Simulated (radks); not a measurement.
The Cs³⁺ ion; electrons: [Kr] 4d10 5s2 5p3 6s1 (5p1/2: 2, 5p3/2: 1). Method: Dirac Kohn-Sham, LDA (Slater exchange, Perdew-Wang correlation), spin-unpolarised, spherical densities, finite nucleus; computed with the in-house radial solver radks.

Wanted: the number of electrons inside radius r (solid) and the radial density 4πr²ρ (dashed).

The count levels off at 52 electrons. Half of them lie within 0.378 bohr, 90 % within 1.42 bohr and 99 % within 3.59 bohr. The radial density has minima at 0.0356, 0.151 and 0.479 bohr, where the count stands at 2.0, 11.2 and 29.0; these part the shells that the density resolves.

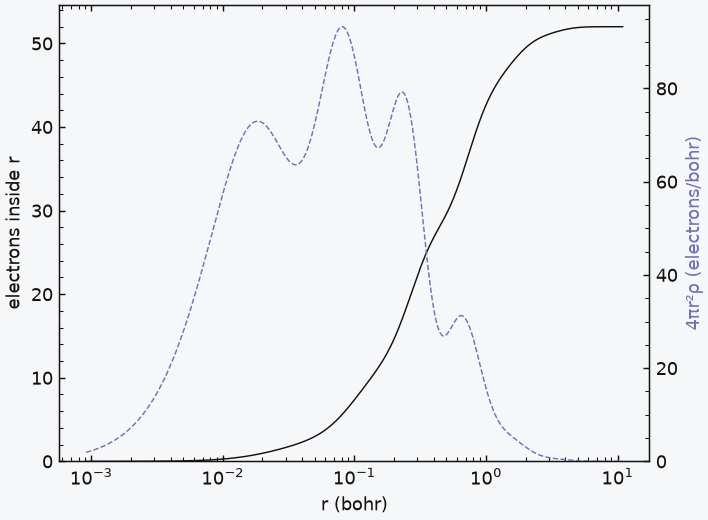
